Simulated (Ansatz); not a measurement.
# singlet [C2F3]− at 4 levels

We compute a comparison of 4 runs (CAM-B3LYP/aug-cc-pVDZ, PBE0/aug-cc-pVDZ, revPBE/aug-cc-pVDZ, CCSD(T)/aug-cc-pVDZ) of singlet [C2F3]−. 

The calculation is run with Ansatz 0.2.0.

45 further runs of the same task are left out: 3 that didn't finish, 42 set aside as unsound or not needed.

## (1) Starting point

[C2F3]−: 5 atoms, total charge -1, spin state singlet. As SMILES of the parent species, `F[C]=C(F)F`. The coordinates come from a PBE0-D4/def2-TZVP relaxation. That shape belongs to the parent species and isn't relaxed for this state.

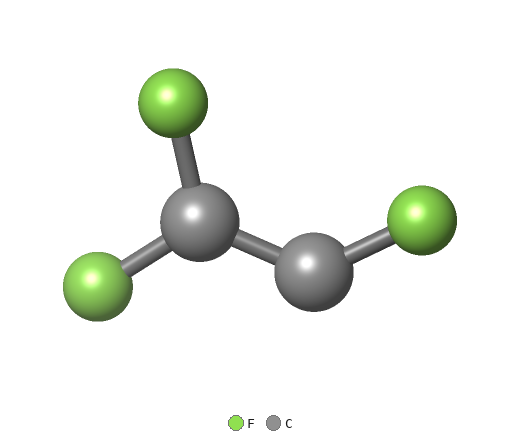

Viewed from a chosen angle; fluorine green, carbon grey.

## (2) A single-point energy at CAM-B3LYP/aug-cc-pVDZ (run 1)

The input, job.yaml:

```yaml
crystal:
  periodic: [false, false, false]
  atoms:
    - {symbol: F, position_ang: [0.577720, -1.033470, 1.511080]}
    - {symbol: C, position_ang: [0.506940, 0.038840, 0.785720]}
    - {symbol: C, position_ang: [-0.126500, 0.247860, -0.343200]}
    - {symbol: F, position_ang: [-0.848620, -0.650470, -0.980670]}
    - {symbol: F, position_ang: [-0.109540, 1.397240, -0.972920]}
basis:
  gaussian: {orbitals: aug-cc-pVDZ}
accuracy: high
hamiltonian: {xc: {name: CAM-B3LYP}}
output: {orbitals: {seedname: orbitals}}
total_charge: -1
```

The run is started by

```bash
$ ansatz run job.yaml --threads 1 --pin off --max-ram 3480MiB --events-out events.jsonl --progress --plain --runs-dir runs
```

Output:

```text
Warning: RAYON_NUM_THREADS=1 ignored (pool sized by the plan → 1); use --threads N
Functional definition: CAM-B3LYP
  name "CAM-B3LYP"
  parameter alpha = 0.19
  parameter beta = 0.46
  parameter omega = 0.33/bohr
  parameter ac = 0.81
  exchange = (1 - alpha - beta)*b88_x + beta*b88_x_sr(omega) + alpha*exact_x + beta*exact_x_lr(omega)
  correlation = (1 - ac)*vwn5_c + ac*lyp_c
2298 factors; integrals over basis functions are off by at most 2.3e-9 eV
474 factors; integrals over basis functions are off by at most 1.4e-9 eV
mean field evaluation 1: about -10216.7332 eV, gradient 3.9e1 eV
mean field evaluation 2: about -10214.9148 eV, gradient 4.9e1 eV
mean field evaluation 4: about -10220.2887 eV, gradient 2.4e0 eV
mean field evaluation 8: about -10220.4334 eV, gradient 3.5e-1 eV
mean field evaluation 16: about -10220.4338 eV, gradient 8.0e-4 eV
mean field -10220.43383307 eV, -375.5940157063 hartree, gradient 9.5e-8 eV, S^2 0.000000; 0 other end points of the search recorded, 0 dependent functions left out
reference -10220.43384946 eV, -375.5940163088 hartree; 20, 20 occupied and 95, 95 virtual orbitals, 2298 factors
Total energy: -10220.43384946 eV, -375.5940163088 hartree
```

Run time: 20 s. Hardware: 1 thread of Arm Neoverse N1, shared host; peak memory 0.45 GiB.

## (3) A single-point energy at PBE0/aug-cc-pVDZ (run 2)

job.yaml, as its differences from that of step 2:

```diff
@@ -9,5 +9,7 @@
 basis:
-  gaussian: {orbitals: aug-cc-pVDZ}
+  gaussian:
+    orbitals: aug-cc-pVDZ
+hamiltonian:
+  xc: pbe0
 accuracy: high
-hamiltonian: {xc: {name: CAM-B3LYP}}
 output: {orbitals: {seedname: orbitals}}
```

The run is started by

```bash
$ ansatz run job.yaml --threads 1 --pin off --max-ram 3480MiB --events-out events.jsonl --progress --plain --runs-dir runs
```

Output:

```text
Warning: RAYON_NUM_THREADS=1 ignored (pool sized by the plan → 1); use --threads N
Functional definition: PBE0
  name "PBE0"
  parameter a = 0.25
  parameter kappa = 0.804
  parameter beta = 0.06672455060314922
  exchange = (1 - a)*pbe_x(kappa = kappa, mu = beta*pi^2/3) + a*exact_x
  correlation = pbe_c(beta = beta)
2298 factors; integrals over basis functions are off by at most 2.3e-9 eV
mean field evaluation 1: about -10208.6175 eV, gradient 4.3e1 eV
mean field evaluation 2: about -10175.5495 eV, gradient 8.7e1 eV
mean field evaluation 4: about -10212.6459 eV, gradient 1.1e1 eV
mean field evaluation 8: about -10213.0941 eV, gradient 8.4e-1 eV
mean field evaluation 16: about -10213.0955 eV, gradient 9.6e-5 eV
mean field -10213.09550740 eV, -375.3243372121 hartree, gradient 3.5e-8 eV, S^2 0.000000; 0 other end points of the search recorded, 0 dependent functions left out
reference -10213.09551028 eV, -375.3243373180 hartree; 20, 20 occupied and 95, 95 virtual orbitals, 2298 factors
Total energy: -10213.09551028 eV, -375.3243373180 hartree
```

Wall time 17 s (1 thread of Arm Neoverse N1, shared host); peak memory 0.39 GiB.

Run 3 isn't shown in full; the table further down has it.

## (4) The energy at CCSD(T)/aug-cc-pVDZ (run 4)

The input, input.yaml:

```yaml
crystal:
  periodic: [false, false, false]
  atoms:
    - symbol: F
      position_ang: [0.577720, -1.033470, 1.511080]
    - symbol: C
      position_ang: [0.506940, 0.038840, 0.785720]
    - symbol: C
      position_ang: [-0.126500, 0.247860, -0.343200]
    - symbol: F
      position_ang: [-0.848620, -0.650470, -0.980670]
    - symbol: F
      position_ang: [-0.109540, 1.397240, -0.972920]
basis:
  gaussian: {orbitals: aug-cc-pVDZ}
total_charge: -1
magnetization: {spin_polarized: false}
correlation: {method: ccsd_t, frozen_orbitals: {C: 1, F: 1}}
accuracy: high
scf: {omitted_lower_state_checks: [cluster_reference, increment]}
```

The run is started by

```bash
$ ansatz run input.yaml --threads 1 --pin off --max-ram 3480MiB --events-out events.jsonl --progress --plain --runs-dir runs
```

Output (excerpt; [...] marks lines left out):

```text
Warning: RAYON_NUM_THREADS=1 ignored (pool sized by the plan → 1); use --threads N
Functional definition: HF
  name "HF"
[...]
2298 factors; integrals over basis functions are off by at most 2.3e-9 eV
[...]
mean field -10176.42451065 eV, -373.9767029382 hartree, gradient 3.1e-8 eV, S^2 0.000000; 0 other end points of the search recorded, 0 dependent functions left out
5 core orbitals not correlated: weight in the atoms' cores, before any rotation towards them, 1.000 or more for the frozen orbitals, at most 0.000 for the correlated occupied ones
reference -10176.42451065 eV, -373.9767029382 hartree; 15, 15 occupied and 95, 95 virtual orbitals, 2298 factors
second order -23.69385487 eV of doubles, -0.00000000 eV of singles
cycle   1  -23.42540250 eV  change    2.7e-1 eV  update   1.2e-1
[...]
cycle  26  -24.10398789 eV  change    1.7e-9 eV  update   2.5e-9
perturbative correction -0.76170407 eV, -0.0279921084 hartree
Total energy: -10201.29020262 eV, -374.8905002635 hartree
Checks for a lower state left out: cluster_reference, increment
```

Wall time 2.6 min (1 thread of Arm Neoverse N1, shared host); peak memory 1.1 GiB.

## (5) All runs side by side

```csv
run,level,frozen core orbitals,energy (Eh),HOMO energy (eV),LUMO energy (eV),HOMO–LUMO gap (eV),wall time
1,CAM-B3LYP/aug-cc-pVDZ,–,-375.594016,-0.69,4.70,5.40,20 s
2,PBE0/aug-cc-pVDZ,–,-375.324337,0.77,4.35,3.58,17 s
3,revPBE/aug-cc-pVDZ,–,-375.578655,2.01,3.74,1.73,15 s
4,CCSD(T)/aug-cc-pVDZ,5,-374.890500,–,–,–,2.6 min
```

## (6) Outcome

| quantity | value |
| --- | --- |
| run 4: total energy | -374.89050 Eh |
| run 4: correlation energy (5 core orbitals frozen) | -913.8 mEh |
| run 4: (T) correction | -27.99 mEh |
| run 4: T1 diagnostic | 0.017 |

In words: Over runs 1, 2, 3 the HOMO–LUMO gap runs from 1.73 eV (revPBE/aug-cc-pVDZ) to 5.40 eV (CAM-B3LYP/aug-cc-pVDZ). The empty levels of an anion lie above zero and hang on the basis. Totals of different functionals can't be ranked against each other. In runs 2, 3 the HOMO lies above zero, so the outermost electron may be held by the basis alone. All runs together took 3.5 min, the longest 2.6 min.
